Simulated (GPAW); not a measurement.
# P K ELNES/XANES of zinc-blende (GaP)₁₋ₓ(InP)ₓ at x = 0.75 from DFT, part 3 of 3

Aim: the P K edge in zinc-blende (GaP)₁₋ₓ(InP)ₓ at x = 0.75, one member of a composition series.

GPAW 26.7.0; X-ray absorption from dipole matrix elements to empty bands, plane-wave PAW PBE.

So far. Step 5 (Spectrum with XCH, P atom 2): Main maxima below 24 eV (height): 2.0 eV (1.72), 3.9 eV (2.10), 6.5 eV (1.52) and 13.3 eV (1.06). A K edge sees empty p states on the absorber. Step 5 (Spectrum with XCH, P atom 2): The total-energy difference is 2155.59 eV. One term is added: -15.96 eV, since the hole is spin-paired here and a spin-polarised one costs that much less in the free atom (computed apart). The photon energy is then 2139.63 eV.

## Step 7: Spectrum with XCH, Ga atom 15

The holes are 8.2 Å apart. The excited electron is kept in the cell, where it fills the lowest empty states and screens the hole. After the field has converged, empty bands are computed with the density fixed and the dipole matrix elements are summed.

The absorber has 2 P at 2.40 Å and 2 P at 2.44 Å (tetrahedral).

File xas.py:

```python
import numpy as np
from ase import Atoms
from ase.parallel import parprint, paropen
from gpaw import GPAW, PW, FermiDirac, Mixer, MixerDif, setup_paths
from gpaw.test import gen
setup_paths.insert(0, '.')
gen('Ga', name='fch1s', xcname='PBE', corehole=(1, 0, 1), write_xml=True)
from gpaw.mpi import world
world.barrier()

atoms = Atoms('InPInPInPInPGaPInPInPGaP',
    cell=[[0, 5.7645, 5.7645],
     [5.7645, 0, 5.7645],
     [5.7645, 5.7645, 0]],
    scaled_positions=[[0.9996772, 0.0001613, 0.002122],
     [0.1412105, 0.1191419, 0.1206834],
     [0.9988294, 0.0007079, 0.5003227],
     [0.1239701, 0.1251437, 0.6266394],
     [0.9996709, 0.4989833, 0.9990126],
     [0.1238943, 0.6248679, 0.1250411],
     [0.9994651, 0.5005159, 0.5003085],
     [0.1395023, 0.6206586, 0.6192799],
     [0.5016038, 0.9988016, 0.001137],
     [0.6203676, 0.1209939, 0.1203078],
     [0.4998913, 0.9985334, 0.5002312],
     [0.6151684, 0.1324057, 0.6351273],
     [0.499758, 0.5012303, 0.999447],
     [0.6161795, 0.632888, 0.1350789],
     [0.49963, 0.4980559, 0.5009618],
     [0.6202122, 0.6188925, 0.6198691]],
    pbc=True)
atoms.calc = calc = GPAW(legacy_gpaw=True, mode=PW(400, force_complex_dtype=True), xc='PBE', setups={14: 'fch1s'},
    kpts={'size': (3, 3, 3), 'gamma': True}, occupations=FermiDirac(0.04),
    charge=-1, mixer=Mixer(0.1, 5, 50), maxiter=150,
    convergence={'density': 0.0001, 'eigenstates': 1e-6}, txt='scf.txt')
energy = atoms.get_potential_energy() + calc.get_reference_energy()
ef = calc.get_fermi_level()
out = dict(energy=energy, fermi=ef, forces=atoms.get_forces().tolist())
parprint(f'all-electron energy {energy:.4f} eV, Fermi level {ef:.4f} eV')
ev = np.array([[calc.get_eigenvalues(k, s) for k in range(len(calc.get_ibz_k_points()))] for s in range(calc.get_number_of_spins())])
out['homo'], out['lumo'], out['counts'] = ev[ev < ef].max(), ev[ev > ef].min(), sorted(set((ev < ef).sum((0, 2)).tolist()))
out['filled'] = (ev[:, 0] < ef).sum(1).tolist()

from ase.units import Ha
from gpaw.xas import dipole_matrix_elements
nb = int(calc.get_number_of_electrons() / 2) + 196
top, nb = nb, nb + 8 + nb // 12
nscf = calc.fixed_density(kpts={'size': (4, 4, 4), 'gamma': True}, nbands=nb,
    convergence={'bands': top, 'eigenstates': 5e-3}, maxiter=60, txt='nscf.txt')
cell = atoms.cell.array
ops = [cell.T @ U.T @ np.linalg.inv(cell.T) for U in nscf.wfs.kd.symmetry.op_scc]
filled = [62]  # bands filled in the ground state, by spin
E = np.arange(-6, 30, 0.1)
fwhm = np.interp(E, [4, 25], [1.82, 3.5])
Y, X, zero, highest = 0, 0, 1e9, 1e9
for spin in range(nscf.get_number_of_spins()):
    wfs = nscf.wfs
    mine = wfs.bd.get_slice()  # this rank's bands
    A = dipole_matrix_elements(wfs.setups[14])
    eps = np.zeros((wfs.kd.nibzkpts, nb))
    d = np.zeros((3, A.shape[1], wfs.kd.nibzkpts, nb), complex)
    for kpt in wfs.kpt_u:
        if kpt.s == spin and 14 in kpt.P_ani:
            eps[kpt.k, mine] = kpt.eps_n * Ha
            d[:, :, kpt.k, mine] = (kpt.weight * wfs.nspins / 2) ** 0.5 * np.inner(A, kpt.P_ani[14])
    world.sum(eps)
    world.sum(d)
    T = np.einsum('amkn,bmkn->abkn', d, d.conj()).real
    T = sum(np.einsum('ai,ijkn,bj->abkn', R, T, R) for R in ops) / len(ops)
    empty = np.ones_like(eps, bool) & (np.arange(nb) >= filled[spin])
    zero, highest = min(zero, eps[empty].min()), min(highest, eps[:, top - 1].min())
    lines = [(eps, T, empty)] if spin == 0 else lines + [(eps, T, empty)]
for eps, T, empty in lines:
    f = np.einsum('aakn->akn', T).reshape(3, -1)
    x = eps.ravel() - zero
    w = np.interp(x, E, fwhm) / 2.35482
    g = np.exp(-0.5 * ((E[:, None] - x) / w) ** 2) / (w * (2 * np.pi) ** 0.5)
    Y = Y + (f * empty.ravel()) @ g.T
    X = X + (f * ~empty.ravel()) @ g.T
out.update(E=E.round(2).tolist(), xas=Y.tolist(), xes=X.tolist(), zero=zero, valid=highest - zero, nk=len(eps), nb=nb)
for i in range(0, len(E), 10):
    parprint(f'{E[i]:7.2f}', *(f'{v:10.3e}' for v in Y[:, i]))
import json
with paropen('out.json', 'w') as f:
    json.dump(out, f)
```

On the command line:

```sh
$ OMP_NUM_THREADS=1 mpirun -n 4 gpaw python xas.py
```

Numbers of over 12 decimals in the logs are rounded to 6 here.

The log of the run:

```text
Input parameters:
  charge: -1
  convergence: {density: 0.0001,
                eigenstates: 1e-06}
  kpts: {gamma: True,
         size: (3, 3, 3)}
  maxiter: 150
  mixer: {backend: pulay,
          beta: 0.1,
          method: separate,
          nmaxold: 5,
          weight: 50}
  mode: {ecut: 400.0,
         force_complex_dtype: True,
         name: pw}
  occupations: {fixmagmom: False,
[...]
*p    :     0.585016
*d    :     0.000000
--------------------------------

Diagonalizing with gridspacing h=0.050

state   all-electron     PAW
-------------------------------
4s:      -0.719303    -0.719529
4p:      -0.414984    -0.415179
*d:                   -0.111571
*f:                   -0.022852
-------------------------------
all-electron energy -1129712.1793 eV, Fermi level 6.3166 eV
[...]
28.00  1.204e-07  1.194e-07  1.194e-07
  29.00  1.009e-07  1.027e-07  1.027e-07
[key lines of the parts left out:]
Converged after 16 iterations.
Dipole moment: (-22.682920, -20.679329, -20.130301) |e|*Ang
Free energy:    -76.449357
Fermi level: 6.31663
```

The job ended after 7.4 min (4 MPI ranks of Arm Neoverse V2, shared host; peak memory 0.86 GiB).

The Ga K spectrum, Ga atom 15, excited-electron core hole (neutral cell) (energy from the bottom of the conduction band, which holds the excited electron; intensity scaled to a mean of 1 over the first 20 eV):

```csv
E (eV),isotropic,ε ∥ x,ε ∥ y
-2.0,0.00,0.00,0.00
-0.5,0.03,0.04,0.02
1.0,0.44,0.52,0.41
2.5,1.24,1.28,1.22
4.0,1.85,1.82,1.87
5.5,1.23,1.19,1.25
7.0,0.96,0.95,0.97
8.5,0.98,0.97,0.99
10.0,1.09,1.07,1.10
11.5,1.06,1.08,1.05
13.0,1.01,1.01,1.00
14.5,0.94,0.93,0.95
16.0,0.87,0.86,0.88
17.5,0.75,0.74,0.75
19.0,0.70,0.69,0.71
20.5,0.79,0.79,0.79
22.0,0.86,0.86,0.85
23.5,0.95,0.95,0.96
25.0,1.05,1.05,1.05
26.5,0.98,1.00,0.97
28.0,0.78,0.79,0.78
```

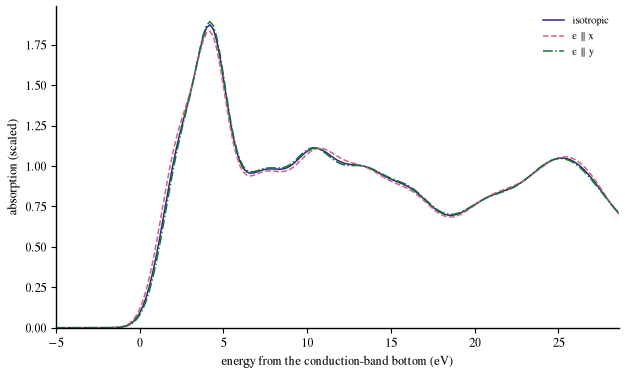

The Ga K edge, Ga atom 15, excited-electron core hole (neutral cell): main maxima at 4.2, 10.4 and 25.2 eV.

Main maxima below 28 eV (height): 4.2 eV (1.87), 10.4 eV (1.11) and 25.2 eV (1.05). 

The energy difference (zero at 10401 eV) isn't read as a photon energy: for so heavy an absorber the terms left out (the hole's spin, the functional's error) amount to tens of eV or more.

## Step 8: Outcome

| Item | Value |
| --- | --- |
| absorber and edge | P K, atom 2 of the ground-state input (counted from 1) |
| surroundings | 1 Ga at 2.40 Å and 3 In at 2.53 Å (distorted tetrahedral) |
| highest intensity below 16 eV | 3.9 eV above the zero, height 2.10 |
| photon energy of the zero, with the added terms | 2139.6 eV (raw 2155.6 eV; uncertain by a few eV) |

The P K edge of atom 2, with 1 Ga at 2.40 Å and 3 In at 2.53 Å (distorted tetrahedral), has its highest intensity of the first 16 eV at 3.9 eV above the zero, near 2144 eV in photon energy (uncertain by a few eV), 2.1 times the mean level of the first 20 eV (Gaussian full width 0.9 eV up to 4 eV, rising linearly to 3.5 eV at 25 eV). The mesh is coarse (0.24 Å⁻¹ between points), so small maxima may be mesh ripples. Lifetime broadening is put in by hand, and intensities beyond about 20 eV depend on it and on the partial waves.

[Banner, clock and machine lines of the logs are left out without a mark of their own.]

[Logs are printed without paths, hosts, clocks, repeated set-up lines and the standing remarks that a program may print on its own settings, such as how far it seeks lower states.]

[Hosts, paths, dates, database ids (printed as entryN), source tags and the programs' standing remarks are cut or masked in the printed files.]

[Lists of maxima count a maximum above −3 eV only where it reaches 4 % of the highest in the window and stands out from its surroundings by 2 % of it (1.5 % where it reaches 55 %); shoulders and weaker maxima are passed over, and of the rest the first, up to two pre-edge ones and the few strongest are named.]
